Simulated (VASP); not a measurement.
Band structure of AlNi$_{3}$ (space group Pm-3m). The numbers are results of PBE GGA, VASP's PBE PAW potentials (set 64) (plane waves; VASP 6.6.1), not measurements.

The run has a spin-polarised start.

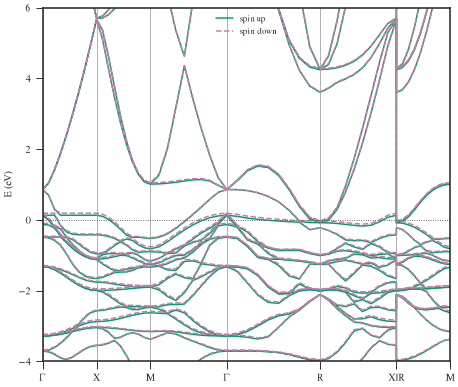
Bands along high-symmetry lines, zero at the valence-band maximum or, without a gap, the Fermi level

### Question
Read the plot: is there a gap, and where are the band edges?

### Answer
It has no gap at this level: it comes out as a metal or semimetal.

The structure comes from a computed database's AlNi3 entry; how it stands against other phases isn't given here. The cell was not relaxed at this level.
